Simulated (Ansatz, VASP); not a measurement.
# Cross-check of Pb2C between VASP and Ansatz, part 2 of 2

One calculation is typed for both programs; each brings its own data sets and cutoff. How far apart do they land? The cell is generated by rule, not measured, and may not be a known phase. The cell comes out of the VASP series on this material, whose earlier steps may have relaxed, scaled or displaced it; both programs get it as it stands.

VASP 6.6.1 and Ansatz 0.2.0.

So far. Step 3 (VASP: band structure, PBEsol): The run ends at a pressure of 141.98 GPa.

### 5. VASP: band structure, PBEsol, spin-orbit coupling

Level of this step: PBEsol, spin-orbit coupling; plane waves and PAW (C, Pb_d); invented cell (VASP).

Levels along a path test the potential and the projectors away from the mesh points.

File INCAR:

```
SYSTEM = Pb2C
PREC = Accurate
ENCUT = 520
EDIFF = 1E-06
NELM = 100
ISMEAR = 0
SIGMA = 0.02
LREAL = .FALSE.
ALGO = Normal
GGA = PS
LNONCOLLINEAR = .TRUE.
MAGMOM = 0 0 0 0 0 0 0 0 0
NBANDS = 44
GGA_COMPAT = .FALSE.
LASPH = .TRUE.
LSORBIT = .TRUE.
LORBIT = 11
LWAVE = .FALSE.
LCHARG = .FALSE.
KPAR = 4
ISIF = 2
```

File POSCAR:

```
Pb2C
1.0
    0.0000000000      2.6760200000      2.6760200000
    2.6760200000      0.0000000000      2.6760200000
    2.6760200000      2.6760200000      0.0000000000
C Pb
1 2
Direct
    0.0000000000      0.0000000000      0.0000000000
    0.2500000000      0.2500000000      0.2500000000
    0.7500000000      0.7500000000      0.7500000000
```

File KPOINTS:

```
Automatic mesh
0
Gamma
10 10 10
0 0 0
```

File KPOINTS_OPT:

```
Line mode
16
Line-mode
Reciprocal
  0.00000000   0.00000000   0.00000000 GAMMA
  0.50000000   0.00000000   0.50000000 X

  0.50000000   0.00000000   0.50000000 X
  0.50000000   0.25000000   0.75000000 W

  0.50000000   0.25000000   0.75000000 W
  0.37500000   0.37500000   0.75000000 K

  0.37500000   0.37500000   0.75000000 K
  0.00000000   0.00000000   0.00000000 GAMMA

  0.00000000   0.00000000   0.00000000 GAMMA
  0.50000000   0.50000000   0.50000000 L

  0.50000000   0.50000000   0.50000000 L
  0.62500000   0.25000000   0.62500000 U

  0.62500000   0.25000000   0.62500000 U
  0.50000000   0.25000000   0.75000000 W

  0.50000000   0.25000000   0.75000000 W
  0.50000000   0.50000000   0.50000000 L

  0.50000000   0.50000000   0.50000000 L
  0.37500000   0.37500000   0.75000000 K

  0.62500000   0.25000000   0.62500000 U
  0.50000000   0.00000000   0.50000000 X
```

PAW data sets: C and Pb_d (PBE family, release 64).

The run is started by

```sh
> mpirun -np 4 vasp_ncl
```

Numbers of over 12 decimals in the logs are rounded to 6 here.

The log of the run:

```text
[banner, memory and clock lines left out]
running    4 mpi-ranks, on    1 nodes
[...]
[... a notice as in an earlier step ...]

 LDA part: xc-table for (Slater+PW92), standard interpolation
 POSCAR, INCAR and KPOINTS ok, starting setup
[...]
entering main loop
       N       E                     dE             d eps       ncg     rms          rms(c)
DAV:   1     0.433713753491E+03    0.43371E+03   -0.15053E+04  4136   0.213E+03
DAV:   2     0.486976915229E+02   -0.38502E+03   -0.37129E+03  4140   0.553E+02
DAV:   3    -0.535318645582E+01   -0.54051E+02   -0.51302E+02  4720   0.232E+02
DAV:   4    -0.880993853236E+01   -0.34568E+01   -0.33379E+01  5488   0.598E+01
[...]
DAV:  11    -0.680348247759E+01    0.45944E-04   -0.12753E-04  5576   0.903E-02    0.176E-02
DAV:  12    -0.680347665048E+01    0.58271E-05   -0.20620E-05  6012   0.423E-02    0.646E-03
DAV:  13    -0.680347572110E+01    0.92937E-06   -0.42968E-06  5268   0.274E-02
   1 F= -.68034757E+01 E0= -.68033294E+01  d E =-.292604E-03  mag=    -0.0000    -0.0000    -0.0000
 Start KPOINTS_OPT (optional k-point list driver)
k-point batch [1-47\160]
       N       E                     dE             ncg
DAV:   1     0.228614951739E+05   -0.22727E+05     4136
DAV:   2     0.490358206972E+04   -0.17958E+05     4144
DAV:   3     0.246836375430E+04   -0.24352E+04     4840
DAV:   4     0.233565293434E+04   -0.13271E+03     5476
DAV:   5     0.233239646918E+04   -0.32565E+01     6536
DAV:   6     0.233234820078E+04   -0.48268E-01     6448
DAV:   7     0.233234709163E+04   -0.11092E-02     6560
DAV:   8     0.233234705820E+04   -0.33438E-04     6284
DAV:   9     0.233234705749E+04   -0.70181E-06     3592
[...]
k-point batch [142-160\160]
       N       E                     dE             ncg
DAV:   1     0.390537105696E+05   -0.13624E+05     1680
DAV:   2     0.317531345447E+05   -0.73006E+04     1672
DAV:   3     0.307932957571E+05   -0.95984E+03     1936
DAV:   4     0.307441415859E+05   -0.49154E+02     2212
DAV:   5     0.307430084361E+05   -0.11331E+01     2684
DAV:   6     0.307429921389E+05   -0.16297E-01     2556
DAV:   7     0.307429916987E+05   -0.44020E-03     2680
DAV:   8     0.307429916858E+05   -0.12848E-04     2536
DAV:   9     0.307429916856E+05   -0.28812E-06     1496
```

From OUTCAR (step 5):

```text
  Total       33.5557452     33.5557452     33.5557452      0.0000000      0.0000000      0.0000000
  in kB     1402.7471988   1402.7471988   1402.7471988      0.0000000      0.0000000      0.0000000
  external PRESSURE =    1402.7471988 kB  Pullay stress =       0.0000000 kB

 POSITION                                       TOTAL-FORCE (eV/Angst)
 -----------------------------------------------------------------------------------
      0.00000      0.00000      0.00000         0.000000      0.000000     -0.000000
      1.33801      1.33801      1.33801        -0.000000     -0.000000      0.000000
      4.01403      4.01403      4.01403         0.000000      0.000000      0.000000
 -----------------------------------------------------------------------------------
    total drift:                                0.000000      0.000000      0.000000

  FREE ENERGIE OF THE ION-ELECTRON SYSTEM (eV)
  ---------------------------------------------------
  free  energy   TOTEN  =        -6.8034757211 eV

  energy  without entropy=       -6.8031831171  energy(sigma->0) =       -6.80332942

 magnetization (x)
# of ion       s       p       d       tot
------------------------------------------
    1       -0.000   0.000   0.000   0.000
    2        0.000   0.000   0.000   0.000
    3        0.000   0.000   0.000   0.000
--------------------------------------------------
tot          0.000   0.000   0.000   0.000

 magnetization (y)
# of ion       s       p       d       tot
------------------------------------------
    1       -0.000   0.000   0.000   0.000
    2       -0.000   0.000   0.000  -0.000
    3        0.000   0.000   0.000   0.000
--------------------------------------------------
tot         -0.000   0.000   0.000   0.000

 magnetization (z)
# of ion       s       p       d       tot
------------------------------------------
    1       -0.000  -0.000   0.000  -0.000
    2        0.000   0.000  -0.000   0.000
    3        0.000   0.000  -0.000   0.000
--------------------------------------------------
tot          0.000  -0.000  -0.000   0.000

[... 1 part as in an earlier step ...]

[... 2 further parts left out ...]
[key lines of the parts left out:]
E-fermi :  15.9220
```

The run ends at a pressure of 140.27 GPa.

### 6. Ansatz: band structure, PBEsol, spin-orbit coupling

The same cell, functional, mesh and smearing now go to Ansatz, which takes its cutoff from its data sets.

The cell comes out of the VASP series on this material, whose earlier steps may have relaxed, scaled or displaced it; both programs get it as it stands.

File input.yaml:

```yaml
crystal:
  lattice:
    - [0.0, 2.67602, 2.67602]
    - [2.67602, 0.0, 2.67602]
    - [2.67602, 2.67602, 0.0]
  atoms:
    - { symbol: C, position: [0.0, 0.0, 0.0] }
    - { symbol: Pb, position: [0.25, 0.25, 0.25] }
    - { symbol: Pb, position: [0.75, 0.75, 0.75] }
hamiltonian:
  xc: pbesol
  pseudopotentials: { kind: paw_fr }
magnetization:
  noncollinear: true
  spin_orbit: true
kpoints:
  mp_grid: { grid: [10, 10, 10] }
  band_path:
    path:
      - [0.0, 0.0, 0.0]
      - [0.16667, 0.0, 0.16667]
      - [0.33333, 0.0, 0.33333]
      - [0.5, 0.0, 0.5]
      - [0.5, 0.08333, 0.58333]
      - [0.5, 0.18333, 0.68333]
      - [0.5, 0.25, 0.75]
      - [0.45, 0.3, 0.75]
      - [0.40833, 0.34167, 0.75]
      - [0.35, 0.35, 0.7]
      - [0.225, 0.225, 0.45]
      - [0.075, 0.075, 0.15]
      - [0.03333, 0.03333, 0.03333]
      - [0.23333, 0.23333, 0.23333]
      - [0.4, 0.4, 0.4]
      - [0.51667, 0.46667, 0.51667]
      - [0.55833, 0.38333, 0.55833]
      - [0.60833, 0.28333, 0.60833]
      - [0.60833, 0.25, 0.64167]
      - [0.55833, 0.25, 0.69167]
      - [0.51667, 0.25, 0.73333]
      - [0.5, 0.3, 0.7]
      - [0.5, 0.38333, 0.61667]
      - [0.5, 0.48333, 0.51667]
      - [0.475, 0.475, 0.55]
      - [0.425, 0.425, 0.65]
      - [0.38333, 0.38333, 0.73333]
      - [0.59167, 0.18333, 0.59167]
      - [0.55, 0.1, 0.55]
      - [0.5, 0.0, 0.5]
    npoints: 1
scf:
  occupations: { method: gaussian, width: 0.02 }
  n_extra_bands: 14
output:
  forces: true
  stress: true
  eigenvalues: true
```

The run is started by

```sh
> ansatz run input.yaml --threads 2 --pin off --max-ram 4608MiB --backend cpu --events-out ev --progress --plain --runs-dir out
```

The log of the run:

```text
[...]
non-collinear run that drives no moment, with spin-orbit: no starting moment large enough to seed its density (crystal.atoms[].spin), no starting occupations that ask for one, no magnetisation constraint and no magnetic field, so the semilocal B_xc is pinned to zero
Crystal: 3 atoms, lattice volume = 38.326 Å³
[...]
k-point 1: bands = [... 28 lower, 19.2986, 19.2986, 20.3751, 20.3751, 20.9888, 20.9888, 22.3777, 22.3777, ... 10 higher]
  k-point 2: bands = [... 28 lower, 18.8254, 18.8254, 21.2901, 21.2901, 21.4737, 21.4737, 23.1436, 23.1436, ... 10 higher]
  k-point 46: bands = [... 28 lower, 20.7737, 20.7737, 21.7991, 21.7991, 23.1292, 23.1292, 23.9606, 23.9606, ... 10 higher]
[key lines of the parts left out:]
SCF converged after 7 iterations
Magnetization: |M| = 0.0000 μB,  M = (+0.0000, +0.0000, +0.0000) μB
Free energy (F): -23820.279505 eV
Fermi energy:    22.151324 eV
P = ⅓ Tr σ = 139.2809 GPa (1392.809 kbar)
```

Wall time 28 s (2 threads of Arm Neoverse N1, shared host); peak memory 0.48 GiB; 56 s of CPU time.

### 7. Comparison

What differs besides the data sets and the points named for the pairs above, as far as they apply: spin-orbit coupling enters by fully relativistic files in Ansatz and inside the spheres in VASP. Total energies have different zeros and are not compared.

Compared:

| quantity | Ansatz | VASP | difference |
| --- | --- | --- | --- |
| pressure (GPa) | 139.28 | 140.27 | -0.99 |

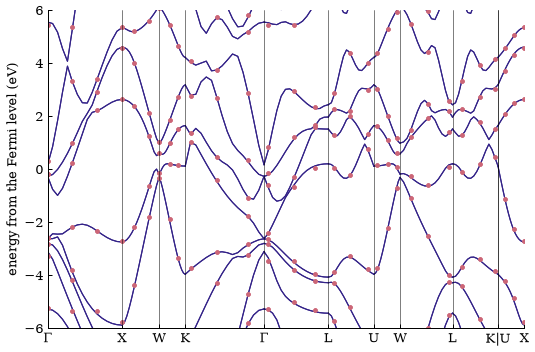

Bands from VASP (lines) and levels from Ansatz (dots). Dots without a line are higher empty bands that the VASP plot leaves out.

Levels from 3 eV below to 2 eV above the Fermi level differ by 44 meV r.m.s. and 122 meV at most; each VASP level is matched to the nearest of Ansatz, which flatters the figure a little. Ansatz's pressure holds a Pulay correction of 0.18 GPa; VASP's holds none.

### 8. What came out

| Property | Result |
| --- | --- |
| r.m.s. difference of levels near the Fermi level (band structure, PBEsol) | 5.9 meV |
| r.m.s. difference of levels near the Fermi level (band structure, PBEsol, spin-orbit coupling) | 44 meV |
| difference in pressure (band structure, PBEsol, spin-orbit coupling) | -0.99 GPa |

In words: The difference in pressure is -0.99 GPa (band structure, PBEsol, spin-orbit coupling), at about the 1 GPa picked in this series as the mark of a large difference. 2 further runs on this material are not shown. How closely two codes agree says nothing of how well the functional describes the real material.

[Lines on the potential files, build, host, timing and source positions are cut from VASP's logs without a mark.]

[Logs are printed without paths, hosts, clocks, repeated set-up lines and the standing remarks that a program may print on its own settings, such as how far it seeks lower states.]

[Hosts, paths, dates, database ids (printed as entryN), source tags and the programs' standing remarks are cut or masked in the printed files.]
